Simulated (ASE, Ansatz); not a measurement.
# Structural relaxation of Ti2CO2 MXene, 1 layer, S on O sites (80 atoms)

Wanted: the relaxed structure of Ti2CO2 MXene, 1 layer, S on O sites (80 atoms) and its electronic structure.

Main program and level: Ansatz 0.2.0; Kohn-Sham DFT, r2SCAN, PAW (set soft_2), plane waves.

### Step 1. The starting structure

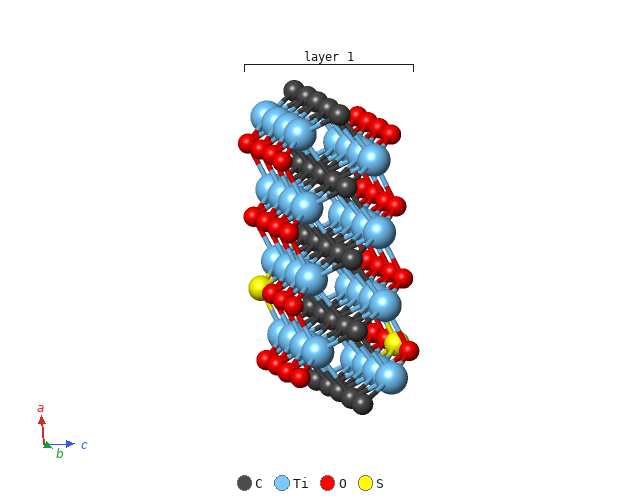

The cell as given, from the side, with the c axis across the page (carbon dark grey, titanium blue, oxygen red, sulfur yellow). Some periodic images of atoms are drawn too.

The cell holds 80 atoms: 16 C, 32 Ti, 30 O and 2 S. Cell: a = 12.362 Å, b = 12.362 Å, c = 20.440 Å, α = 90.0°, β = 90.0°, γ = 120.0°. It derives from Ti2CO2 (Ti2CO2 MXene). 1 layer of Ti2CO2 MXene (a = 3.03 Å), 4 x 4 cells, biaxial strain +2 %; 16 Å of vacuum; 2 of 32 O replaced by S at random; not relaxed, displaced by a Gaussian of 0.02 Å. Vacuum lies along c.

Before any run, some limits are plain. The main run has no spin polarisation, so moments on Ti can't form in it, and no Hubbard term. The Brillouin zone is sampled at Γ only, in a cell whose shortest periodic width is 11 Å.

### Step 2. Single point at the start

A single point comes first, to see the forces before anything moves.

Input file input.yaml:

```yaml
crystal:
  lattice:
    - [12.3624, 0.0, 0.0]
    - [-6.1812, 10.70615, 0.0]
    - [0.0, 0.0, 20.44]
  atoms:
    - { symbol: C, position: [0.99908, 0.00064, 0.49926] }
    - { symbol: Ti, position: [0.08341, 0.16614, 0.56397] }
    - { symbol: Ti, position: [0.16475, 0.08623, 0.43575] }
    - { symbol: O, position: [0.16625, 0.08102, 0.60876] }
    [... 70 atom lines left out ...]
    - { symbol: O, position: [0.83545, 0.66681, 0.39288] }
    - { symbol: C, position: [0.74861, 0.74951, 0.49951] }
    - { symbol: Ti, position: [0.83492, 0.91981, 0.5646] }
    - { symbol: Ti, position: [0.91898, 0.83492, 0.43486] }
    - { symbol: O, position: [0.91536, 0.83264, 0.60806] }
    - { symbol: O, position: [0.83286, 0.91508, 0.39028] }
kpoints:
  mp_grid: { grid: [1, 1, 1] }
hamiltonian:
  xc: r2scan
scf:
  occupations: { method: fermi_dirac, width: 0.025 }
output:
  forces: true
  populations: intrinsic
  dos:
    method: { smearing: { sigma: 0.08 } }
    de: 0.1
    projected:
      site_lists:
        C: [C]
        O: [O]
        S: [S]
        Ti: [Ti]
        layer_1: [0, 1, 2, 3, 4, 5, 6, 7, 8, 9, 10, 11, 12, 13, 14, 15, 16, 17, 18, 19, 20, 21, 22, 23, 24, 25, 26, 27, 28, 29, 30, 31, 32, 33, 34, 35, 36, 37, 38, 39, 40, 41, 42, 43, 44, 45, 46, 47, 48, 49, 50, 51, 52, 53, 54, 55, 56, 57, 58, 59, 60, 61, 62, 63, 64, 65, 66, 67, 68, 69, 70, 71, 72, 73, 74, 75, 76, 77, 78, 79]
  eigenvalues: true
```

Command:

```
$ ansatz run input.yaml --threads 4 --pin off --max-ram 8192MiB --backend cpu --events-out ev --progress --plain --runs-dir out
```

Wall time 1.9 min (4 threads of Arm Neoverse V2, shared host); peak memory 7.5 GiB; 7.5 min of CPU time.

The run gave:

```
free energy                                      : -103120.3754 eV
free energy per atom                             : -1289.0047 eV/atom
SCF cycles                                       : 11
r.m.s. force component                           : 1.702 eV/Å
longest force                                    : 12.11 eV/Å
Fermi energy                                     : 0.02685 eV
gap (highest filled to lowest empty level) : 0.4141 eV
```

The r.m.s. force component of 1.7 eV/Å sets the starting point.

Length of the force by element:

| element | coordination | atoms | mean length of the force (eV/Å) | spread | least | most |
| --- | --- | --- | --- | --- | --- | --- |
| C | all | 16 | 0.595 | 0.214 | 0.109 | 1.09 |
| O | all | 30 | 0.745 | 0.253 | 0.315 | 1.24 |
| S | all | 2 | 11.8 | 0.311 | 11.5 | 12.1 |
| Ti | all | 32 | 1.93 | 2.92 | 0.0554 | 9.39 |

### Step 3. Relaxation

The atoms are relaxed in the fixed cell, aiming at the force tolerance of the input.

input.yaml, the sections that differ from step 2:

```yaml
output:
  forces: true
relax:
  f_tol: 0.05
  max_steps: 96
# crystal, kpoints, hamiltonian, scf: as in step 2
```

Wall time 12 min (4 threads); peak memory 7.5 GiB.

Relaxation path:

| step | energy less that of the first step (eV) | largest force component (eV/Å) |
| --- | --- | --- |
| 1 | 0.0000 | 11.9812 |
| 2 | -6.8132 | 5.4729 |
| 3 | -8.9477 | 2.4700 |
| 4 | -9.7612 | 0.5615 |
| 5 | -9.9042 | 0.4001 |
| 6 | -9.6820 | 1.0530 |
| 7 | -10.0180 | 0.3430 |
| 8 | -10.1197 | 0.1197 |
| 9 | -10.1385 | 0.0303 |

Relaxation step 6 was tried and not accepted.

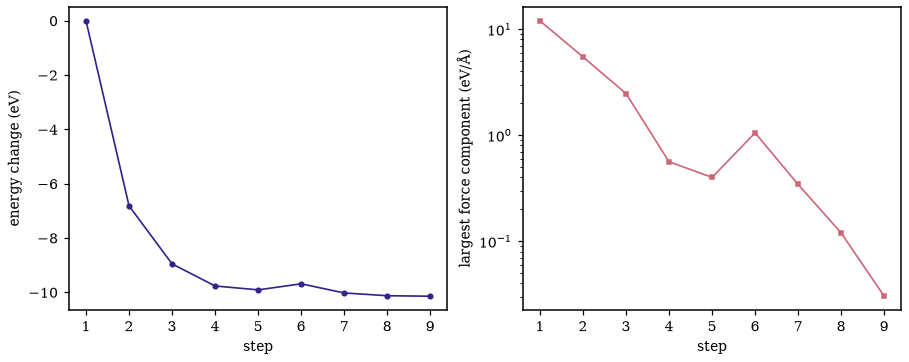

Energy and largest force along the relaxation.

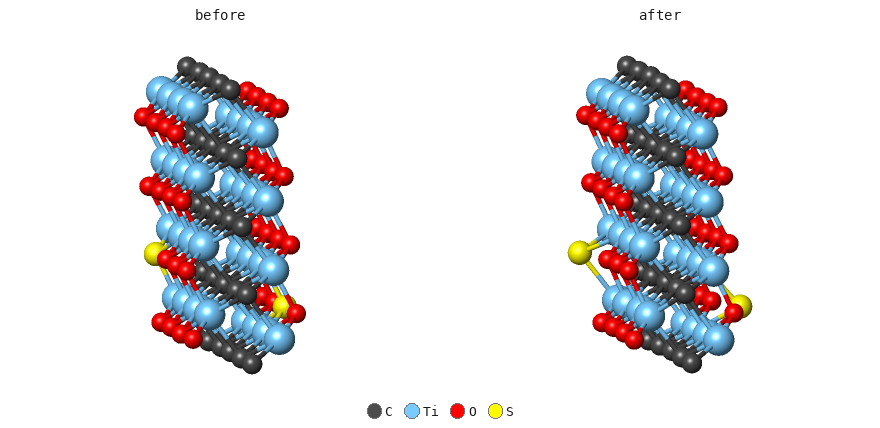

The structure before and after the relaxation, drawn at the same scale.

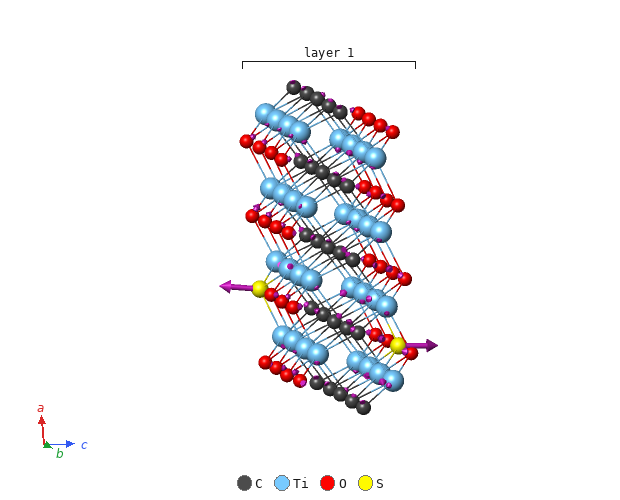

Displacements in the relaxation, exaggerated; the longest in the cell stands for 0.66 Å. Some periodic images of atoms are drawn too.

The atoms that moved most (Å):

| atom | dx | dy | dz | length |
| --- | --- | --- | --- | --- |
| S25 | 0.063 | 0.003 | -0.654 | 0.657 |
| S14 | 0.011 | -0.025 | 0.635 | 0.635 |
| O45 | 0.132 | 0.056 | 0.081 | 0.164 |
| O9 | 0.089 | -0.089 | -0.105 | 0.164 |
| Ti22 | -0.086 | 0.017 | -0.117 | 0.146 |
| O15 | 0.042 | 0.016 | 0.133 | 0.140 |
| Ti13 | -0.052 | -0.025 | 0.127 | 0.139 |
| Ti12 | -0.129 | 0.047 | 0.013 | 0.138 |

The relaxation changed the energy by -127 meV/atom, and atoms moved by 0.13 Å r.m.s., 0.66 Å at most.

### Step 4. Distances and neighbours after relaxation

Bonds before and after, by the cutoffs listed below:

| pair | bonds before | bonds after | mean before (Å) | mean after (Å) | spread before (Å) | spread after (Å) |
| --- | --- | --- | --- | --- | --- | --- |
| Ti-O | 90 | 90 | 2.001 | 1.977 | 0.026 | 0.063 |
| Ti-C | 96 | 96 | 2.218 | 2.206 | 0.028 | 0.072 |
| Ti-S | 6 | 6 | 1.989 | 2.429 | 0.022 | 0.046 |

Normalised to the volume that the atoms fill. Pair distribution functions g(r), in bins of 0.2 Å:

| r (Å) | total | Ti-Ti | Ti-O | Ti-C | Ti-S | O-O | O-C |
| --- | --- | --- | --- | --- | --- | --- | --- |
| 1.80 | 0.29 | 0.00 | 0.96 | 0.00 | 0.00 | 0.00 | 0.00 |
| 2.00 | 2.79 | 0.00 | 8.53 | 1.47 | 0.00 | 0.00 | 0.00 |
| 2.20 | 2.22 | 0.00 | 0.28 | 13.35 | 0.00 | 0.00 | 0.00 |
| 2.40 | 0.27 | 0.00 | 0.00 | 0.88 | 6.46 | 0.00 | 0.00 |
| 2.60 | 0.00 | 0.00 | 0.00 | 0.00 | 0.00 | 0.00 | 0.00 |
| 2.80 | 1.44 | 0.00 | 0.00 | 0.00 | 0.00 | 0.00 | 9.64 |
| 3.00 | 2.19 | 5.90 | 0.00 | 0.00 | 0.00 | 6.05 | 0.00 |
| 3.20 | 1.65 | 5.90 | 0.00 | 0.00 | 0.00 | 1.91 | 0.00 |
| 3.40 | 0.34 | 0.00 | 1.06 | 0.00 | 0.00 | 0.00 | 0.00 |
| 3.60 | 0.62 | 0.00 | 1.68 | 0.70 | 0.00 | 0.00 | 0.00 |
| 3.80 | 1.05 | 0.00 | 1.14 | 4.22 | 1.72 | 0.00 | 0.00 |
| 4.00 | 0.09 | 0.00 | 0.00 | 0.36 | 1.58 | 0.00 | 0.00 |
| 4.20 | 0.66 | 0.00 | 0.00 | 0.00 | 0.00 | 0.00 | 4.38 |
| 4.40 | 0.31 | 1.96 | 0.00 | 0.00 | 0.00 | 0.00 | 0.00 |
| 4.60 | 1.36 | 0.00 | 3.62 | 0.00 | 0.00 | 1.70 | 0.00 |
| 4.80 | 1.42 | 0.00 | 2.95 | 3.21 | 0.54 | 0.04 | 0.00 |
| 5.00 | 0.65 | 0.00 | 0.29 | 3.14 | 2.78 | 0.00 | 0.00 |
| 5.20 | 1.02 | 0.23 | 0.00 | 0.00 | 2.58 | 0.49 | 5.65 |
| 5.40 | 1.38 | 5.04 | 0.00 | 0.00 | 0.00 | 2.12 | 0.00 |
| 5.60 | 0.22 | 0.00 | 0.00 | 0.00 | 0.00 | 1.23 | 0.00 |
| 5.80 | 0.00 | 0.00 | 0.00 | 0.00 | 0.00 | 0.00 | 0.00 |
| 6.00 | 0.06 | 0.13 | 0.00 | 0.00 | 0.00 | 0.17 | 0.00 |
| 6.20 | 0.85 | 1.86 | 0.34 | 0.00 | 0.00 | 1.69 | 0.00 |
| 6.40 | 1.19 | 0.00 | 2.44 | 1.16 | 0.00 | 1.96 | 0.00 |
| 6.60 | 0.66 | 0.00 | 0.90 | 2.27 | 1.31 | 0.00 | 0.02 |
| 6.80 | 0.63 | 0.30 | 0.00 | 0.10 | 2.08 | 0.00 | 3.26 |
| 7.00 | 0.55 | 1.28 | 1.02 | 0.02 | 0.00 | 0.00 | 0.02 |
| 7.20 | 0.51 | 0.00 | 1.17 | 0.93 | 0.36 | 0.00 | 0.00 |

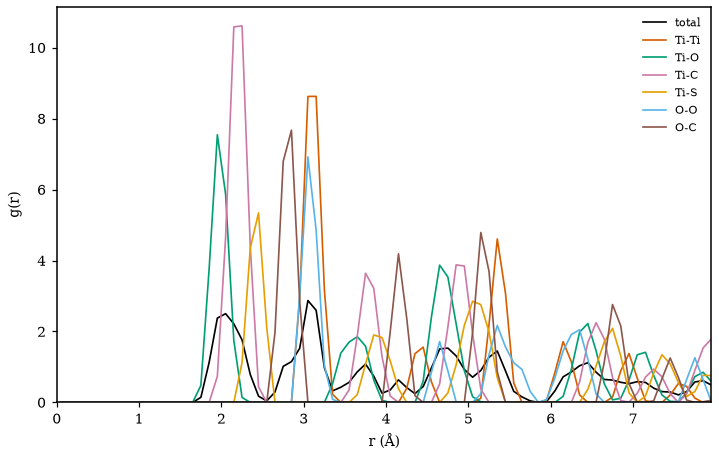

Pair distribution functions, lightly smoothed.

Bonds by pair of elements; cutoffs follow the first minimum of g(r), held within bounds set by covalent radii, and pairs that aren't listed don't count as bonded:

| pair A-B | cutoff (Å) | bonds | mean length (Å) | spread (Å) | shortest (Å) | B about A | A about B |
| --- | --- | --- | --- | --- | --- | --- | --- |
| Ti-O | 2.64 | 90 | 1.98 | 0.063 | 1.89 | 2.81 | 3 |
| Ti-C | 2.64 | 96 | 2.21 | 0.072 | 2.07 | 3 | 6 |
| Ti-S | 3.1 | 6 | 2.43 | 0.046 | 2.36 | 0.188 | 3 |

How many atoms have how many bonded neighbours:

| element | mean | 3 | 6 |
| --- | --- | --- | --- |
| C | 6 | 0 | 16 |
| O | 3 | 30 | 0 |
| S | 3 | 2 | 0 |
| Ti | 6 | 0 | 32 |

Bond angles (no mean is given where the spread exceeds 20°):

| angle | count | mean (°) | spread (°) |
| --- | --- | --- | --- |
| C-Ti-O | 270 | - | - |
| Ti-C-Ti | 240 | - | - |
| C-Ti-C | 96 | 89 | 2 |
| Ti-O-Ti | 90 | 102 | 2.5 |
| O-Ti-O | 84 | 103 | 2.7 |

First main peaks of g(r), for some of the pairs, lie near 3.10 Å (Ti-Ti), 1.97 Å (Ti-O), 2.20 Å (Ti-C), 2.42 Å (Ti-S), 3.08 Å (O-O) and 2.80 Å (O-C). Counting bonds as in the table, all C atoms have 6, all O atoms have 3, all S atoms have 3 and all Ti atoms have 6 bonded neighbours.

### Step 5. Single point at the relaxed geometry

One more single point at the end of the walk gives the fuller output and checks the residual forces.

Input file input.yaml:

```yaml
crystal:
  lattice:
    - [12.3624, 0.0, 0.0]
    - [-6.1812, 10.70615, 0.0]
    - [0.0, 0.0, 20.44]
  atoms:
    - { symbol: C, position: [0.00238, 0.99978, 0.49915] }
    - { symbol: Ti, position: [0.07713, 0.16347, 0.56332] }
    - { symbol: Ti, position: [0.15608, 0.07999, 0.43626] }
    - { symbol: O, position: [0.16937, 0.08312, 0.60405] }
    [... 70 atom lines left out ...]
    - { symbol: O, position: [0.83772, 0.66774, 0.39431] }
    - { symbol: C, position: [0.75403, 0.74977, 0.50048] }
    - { symbol: Ti, position: [0.82963, 0.91669, 0.56385] }
    - { symbol: Ti, position: [0.91098, 0.83155, 0.43671] }
    - { symbol: O, position: [0.91903, 0.8348, 0.60558] }
    - { symbol: O, position: [0.83363, 0.91613, 0.39465] }
kpoints:
  mp_grid: { grid: [1, 1, 1] }
hamiltonian:
  xc: r2scan
scf:
  occupations: { method: fermi_dirac, width: 0.025 }
output:
  forces: true
  populations: intrinsic
  dos:
    method: { smearing: { sigma: 0.08 } }
    de: 0.1
    projected:
      site_lists:
        C: [C]
        O: [O]
        S: [S]
        Ti: [Ti]
        layer_1: [0, 1, 2, 3, 4, 5, 6, 7, 8, 9, 10, 11, 12, 13, 14, 15, 16, 17, 18, 19, 20, 21, 22, 23, 24, 25, 26, 27, 28, 29, 30, 31, 32, 33, 34, 35, 36, 37, 38, 39, 40, 41, 42, 43, 44, 45, 46, 47, 48, 49, 50, 51, 52, 53, 54, 55, 56, 57, 58, 59, 60, 61, 62, 63, 64, 65, 66, 67, 68, 69, 70, 71, 72, 73, 74, 75, 76, 77, 78, 79]
  eigenvalues: true
  write_density: true
  write_potential: true
  volumetric_format: npy
```

It took 2.5 min on 4 threads; peak memory 7.5 GiB; 9.7 min of CPU time.

The program notes that the exchange-correlation potential is rough where the density is thin.

Read from the output:

```yaml
free_energy: -103130.5139 eV
free_energy_per_atom: -1289.1314 eV/atom
scf_cycles: 15
r_m_s_force_component: 0.00788 eV/Å
longest_force: 0.03834 eV/Å
fermi_energy: -0.06994 eV
spacing_of_highest_filled_and_lowest_empty_level: 0.9347 eV
potential_in_mid_vacuum_over_the_fermi_level: 5.749 eV
potential_4p5_a_over_the_upper_face: 5.748 eV
potential_4p5_a_under_the_lower_face: 5.749 eV
```

Intrinsic-atomic-orbital charges by element:

| element | coordination | atoms | mean charge (e) | spread | least | most |
| --- | --- | --- | --- | --- | --- | --- |
| C | all | 16 | -1.01 | 0.0063 | -1.03 | -1.00 |
| O | all | 30 | -0.691 | 0.0071 | -0.702 | -0.679 |
| S | all | 2 | -0.450 | 0.0024 | -0.452 | -0.448 |
| Ti | all | 32 | 1.18 | 0.0475 | 1.06 | 1.22 |

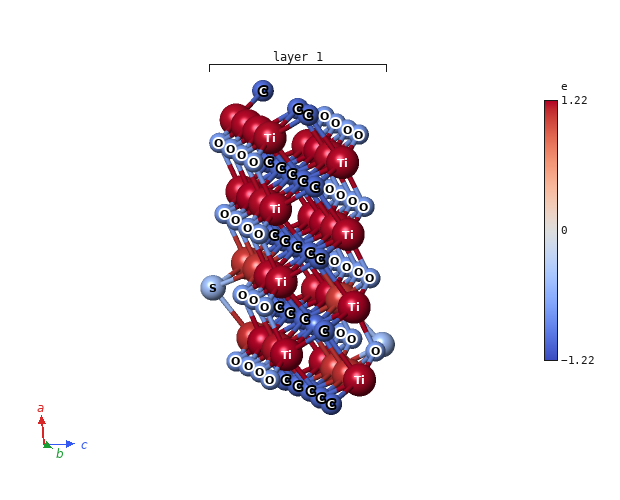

Atoms coloured by intrinsic-atomic-orbital charge. Some periodic images of atoms are drawn too.

By region:

| region | atoms | mean length of the force (eV/Å) | net charge (e) |
| --- | --- | --- | --- |
| layer 1 | 80 | 0.012 | 0 |

Density of states as counts of states in windows of 1 eV (from the Fermi level), total and the larger projections:

| from (eV) | to (eV) | total | layer 1 | Ti d | O p | C p | C s |
| --- | --- | --- | --- | --- | --- | --- | --- |
| -14 | -13 | 0.0 | 0.0 | 0.0 | 0.0 | 0.0 | 0.0 |
| -13 | -12 | 4.0 | 4.0 | 0.2 | 0.0 | 0.0 | 0.1 |
| -12 | -11 | 14.0 | 13.9 | 1.4 | 0.3 | 0.2 | 8.1 |
| -11 | -10 | 18.0 | 17.9 | 3.7 | 0.2 | 0.1 | 12.5 |
| -10 | -7 | 0.0 | 0.0 | 0.0 | 0.0 | 0.0 | 0.0 |
| -7 | -6 | 12.5 | 12.4 | 3.0 | 6.2 | 1.8 | 0.0 |
| -6 | -5 | 93.2 | 92.7 | 21.9 | 59.2 | 6.9 | 0.5 |
| -5 | -4 | 74.4 | 73.8 | 13.1 | 53.2 | 4.7 | 0.9 |
| -4 | -3 | 19.0 | 18.8 | 5.6 | 4.9 | 4.8 | 0.2 |
| -3 | -2 | 47.3 | 46.9 | 14.0 | 11.1 | 17.4 | 0.1 |
| -2 | -1 | 37.5 | 37.1 | 9.6 | 7.8 | 16.2 | 0.1 |
| -1 | 0 | 4.2 | 4.2 | 1.3 | 0.8 | 1.8 | 0.0 |
| 0 | 1 | 20.9 | 20.6 | 16.1 | 3.3 | 0.6 | 0.2 |
| 1 | 2 | 70.9 | 70.3 | 63.1 | 4.1 | 2.1 | 0.1 |

The curve was stored every 0.100 eV, coarse against its broadening of 0.08 eV, so these counts are rough.

Between -26 and -14 eV lie 60 more states.

The stored curve holds about 384 of the 640 electrons; the rest, give or take the few that broadening carries across the Fermi level, lie in deeper levels below its range.

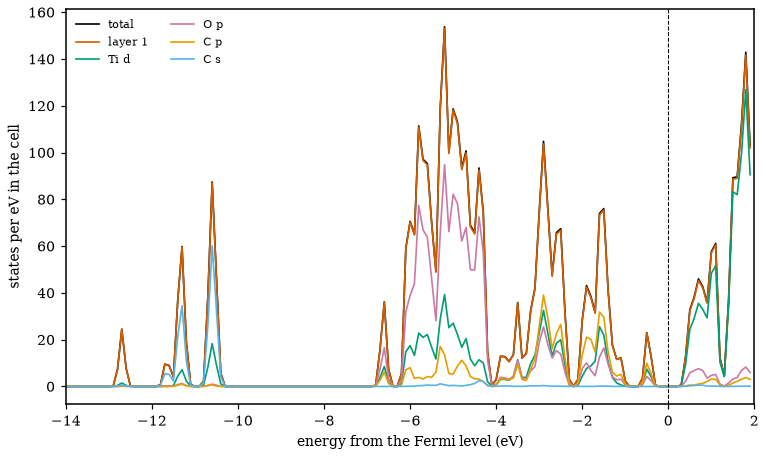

Total and projected density of states, with the broadening of the input.

The levels nearest the highest filled one (over half full), pooled over k-points and spins:

| level less the highest filled one (eV) | occupation |
| --- | --- |
| -0.954 | 2 |
| -0.931 | 2 |
| -0.806 | 2 |
| -0.646 | 2 |
| -0.004 | 2 |
| 0 | 2 |
| 0.935 | 0 |
| 0.964 | 0 |
| 1.05 | 0 |
| 1.07 | 0 |
| 1.15 | 0 |
| 1.18 | 0 |

Planar average of the electrostatic potential energy along the normal, with the Fermi level as zero, after a running mean with a triangular window 4 Å wide at its base:

| height (Å) | potential energy (eV) |
| --- | --- |
| 0.0 | 5.75 |
| 0.8 | 5.75 |
| 1.6 | 5.75 |
| 2.5 | 5.75 |
| 3.3 | 5.75 |
| 4.1 | 5.75 |
| 4.9 | 5.72 |
| 5.7 | 5.45 |
| 6.5 | 3.67 |
| 7.4 | -0.70 |
| 8.2 | -6.03 |
| 9.0 | -8.79 |
| 9.8 | -8.76 |
| 10.5 | -8.72 |
| 11.3 | -8.91 |
| 12.1 | -6.75 |
| 12.9 | -1.64 |
| 13.8 | 3.11 |
| 14.6 | 5.31 |
| 15.4 | 5.70 |
| 16.2 | 5.75 |
| 17.0 | 5.75 |
| 17.9 | 5.75 |
| 18.7 | 5.75 |
| 19.5 | 5.75 |
| 20.3 | 5.75 |

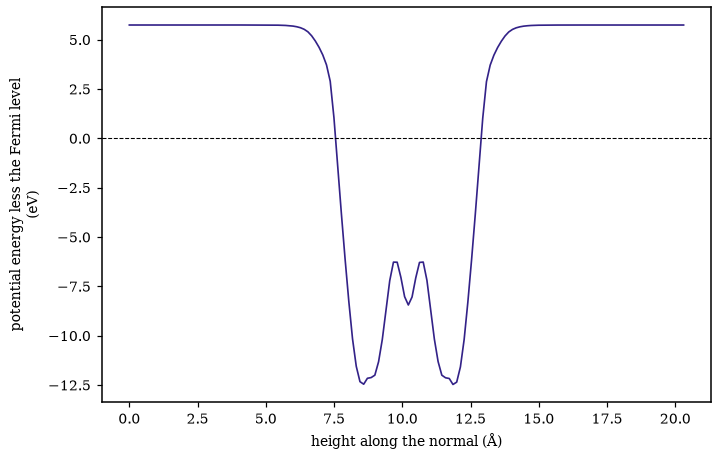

Planar average of the electrostatic potential energy; the dashed line is the Fermi level.

Mean intrinsic-atomic-orbital charges: C -1.01, O -0.69, S -0.45, Ti +1.18 e. The largest share in the top eV of filled states is C p (39 % of the projected weight), and in the lowest eV of empty states Ti d (82 % of the projected weight). The potential stands 6.22 eV above the highest filled level over the upper face and 6.22 eV under the lower one, a reading of the ionisation potential at this level on the run's k-points.

### Step 6. Outcome

| Item | Value |
| --- | --- |
| energy change in the relaxation | -126.7 meV/atom |
| r.m.s. displacement | 0.134 Å |
| largest displacement | 0.657 Å |
| free energy per atom | -1289.1314 eV/atom |
| r.m.s. force component | 0.00788 eV/Å |
| gap (highest filled to lowest empty level) | 0.9347 eV |
| potential in mid-vacuum, over the Fermi level | 5.749 eV |
| wall time of the 3 DFT runs | 17 min |

What this shows: Relaxation lowers the energy by 127 meV/atom and moves atoms by 0.13 Å r.m.s.; the r.m.s. force component goes from 1.7 to 0.0079 eV/Å, and the gap from 0.414 to 0.935 eV. By the final cutoffs no bond was broken or made. From the first step to the last the energy fell by 10.138 eV, and the largest move was 0.66 Å (S25). The Ti-S bonds change most in mean length: from 1.989 Å (spread 0.022) to 2.429 Å (spread 0.046). Counting bonds as in the table, all C atoms have 6, all O atoms have 3, all S atoms have 3 and all Ti atoms have 6 bonded neighbours. The highest filled and lowest empty levels differ by 0.935 eV at Γ alone; the mesh holds the band edges only if they fold onto it, so the gap at this level can be narrower or closed, while semilocal functionals tend to narrow gaps against experiment. The potential stands 6.22 eV above the highest filled level over the upper face and 6.22 eV under the lower one, a reading of the ionisation potential at this level on the run's k-points.

[Logs are printed without paths, hosts, clocks, repeated set-up lines and the standing remarks that a program may print on its own settings, such as how far it seeks lower states.]

[Hosts, paths, dates, database ids (printed as entryN), source tags and the programs' standing remarks are cut or masked in the printed files.]
